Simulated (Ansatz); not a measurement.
# Mending a single-point calculation on C2H7BrGe

System: C2H7BrGe.
Method of run A: RKS CCSD(T)/6-31G (Ansatz 0.2.0).

The geometry comes from this level: B3LYP-D4/def2-SVP. Text and figures count atoms from 1; the logs count them from 0 in places.

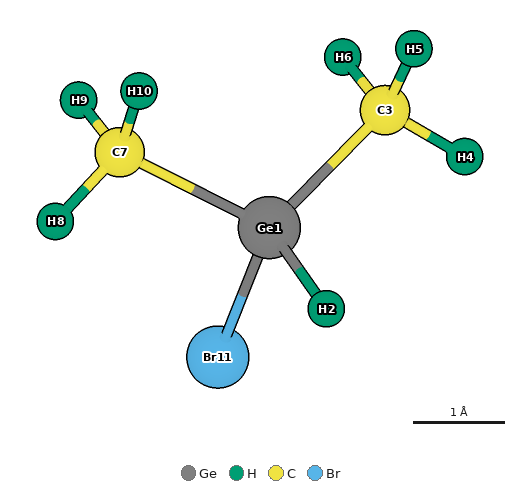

The structure as given in the input (ball-and-stick view, seen at a tilt; atoms are numbered from 1 in the order of the input). Sticks mark near contacts. Bond lengths as drawn: Br–Ge 2.35 Å, C–Ge 1.96 Å, C–H 1.10 Å and Ge–H 1.54 Å.

## The input, run A
```yaml
crystal:
  periodic: [false, false, false]
  atoms:
    - {symbol: Ge, position_ang: [-0.253830, -0.432171, 0.490688]}
    - {symbol: H, position_ang: [-0.307492, -0.528832, 2.030659]}
    - {symbol: C, position_ang: [1.582606, -0.521968, -0.181242]}
    - {symbol: H, position_ang: [2.067026, -1.450037, 0.154264]}
    - {symbol: H, position_ang: [2.159673, 0.338502, 0.193272]}
    - {symbol: H, position_ang: [1.579345, -0.499856, -1.280820]}
    - {symbol: C, position_ang: [-1.224265, 1.131512, -0.176395]}
    - {symbol: H, position_ang: [-2.265263, 1.114597, 0.176583]}
    - {symbol: H, position_ang: [-1.221629, 1.130930, -1.276194]}
    - {symbol: H, position_ang: [-0.739458, 2.053169, 0.183074]}
    - {symbol: Br, position_ang: [-1.376723, -2.335854, -0.313888]}
basis:
  gaussian: {orbitals: 6-31G}
hamiltonian: {xc: {name: CCSD(T)}}
scf: {omitted_lower_state_checks: [starts]}
output: {forces: true}
```

Command:
```bash
ansatz run in.yaml --threads 4 --pin off --events-out ev --progress --plain --max-ram 3916MiB
```

Hardware: 4 threads of Arm Neoverse V2, 23 GiB of memory available, shared host.

## Output (run A)
```
Error: YAML parse error: error: line 17 column 19: hamiltonian.xc: no functional is named "CCSD(T)"; the names, which are not case-sensitive, are SVWN5, SPW92, PBE, PBE0, PBEsol, revPBE, revPBE0, RPBE, rPW86-PBE, HSE06, wPBEh, LC-wPBE, HISS, HF, BLYP, B3LYP, B3LYP5, BHLYP, CAM-B3LYP, r2SCAN, r2SCANh, r2SCAN0, r2SCAN50, m-r2SCAN, B97, wB97, wB97X, wB97X-V, B97M-V, wB97M-V, B2PLYP, B2GP-PLYP, PBE0-DH, PBE-QIDH
  --> <input>:17:19
   |
15 | basis:
16 |   gaussian: {orbitals: 6-31G}
17 | hamiltonian: {xc: {name: CCSD(T)}}
   |                   ^ hamiltonian.xc: no functional is named "CCSD(T)"; the names, which are not case-sensitive, are SVWN5, SPW92, PBE, PBE0, PBEsol, revPBE, revPBE0, RPBE, rPW86-PBE, HSE06, wPBEh, LC-wPBE, HISS, HF, BLYP, B3LYP, B3LYP5, BHLYP, CAM-B3LYP, r2SCAN, r2SCANh, r2SCAN0, r2SCAN50, m-r2SCAN, B97, wB97, wB97X, wB97X-V, B97M-V, wB97M-V, B2PLYP, B2GP-PLYP, PBE0-DH, PBE-QIDH
18 | scf: {omitted_lower_state_checks: [starts]}
19 | output: {forces: true}
   |
```

What went wrong, and how is the input to be mended?

This input holds a deliberate fault: method. The program refused the input: “YAML parse error: error: line 17 column 19: hamiltonian.xc: no functional is named "CCSD(T)" …”

A run of the same system that converges differs from this input as follows (lines with − go, lines with + come):
```diff
-hamiltonian: {xc: {name: CCSD(T)}}
+hamiltonian: {xc: hf}
-output: {forces: true}
+output: {orbitals: {seedname: orbitals}}
```

## Output (run B)
```
Functional definition: HF
  exchange = exact_x
  correlation = 0
these checks for a lower state are left out or cut short: starts
992 factors; integrals over basis functions are off by at most 4.9e-4 eV
mean field evaluation 1: about -128624.0625 eV, gradient 2.5e1 eV
mean field evaluation 2: about -128624.0612 eV, gradient 2.5e1 eV
mean field evaluation 4: about -128625.8215 eV, gradient 2.4e0 eV
mean field evaluation 8: about -128625.8375 eV, gradient 7.2e-5 eV
mean field -128625.83753242 eV, -4726.9123435923 hartree, gradient 1.1e-5 eV, S^2 0.000000; 0 other end points of the search recorded, 0 dependent functions left out
reference -128625.83753242 eV, -4726.9123435923 hartree; 43, 43 occupied and 47, 47 virtual orbitals, 992 factors
Total energy: -128625.83753242 eV, -4726.9123435923 hartree
Checks for a lower state left out: starts
```

## The two runs side by side

| quantity | run A | run B |
| --- | --- | --- |
| outcome | refused | converged |
| total energy (hartree) | – | −4726.912344 |
| HOMO (eV) | – | −10.70 |
| LUMO (eV) | – | 3.15 |
| basis functions | – | 86 |
